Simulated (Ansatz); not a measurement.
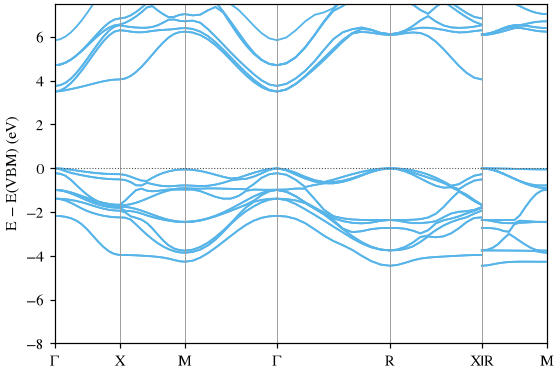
Band structure from the program Ansatz at the PBEsol with spin–orbit coupling level (PAW)

Task: Read off the gap and where the band edges lie.

Result: About 3.5 eV (3.50 eV by a search for the band edges); maximum at R, minimum at Γ.

The material is BaHfO$_{3}$ (cubic perovskite, Pm-3m).

Symmetry was held in the PBEsol relaxation. The run is not spin-polarised.

Potentials: the earlier of the program's two PAW sets. The files were generated under PBE; for other functionals the program regenerates the frozen cores, and for LDA and PBEsol the local potential too.
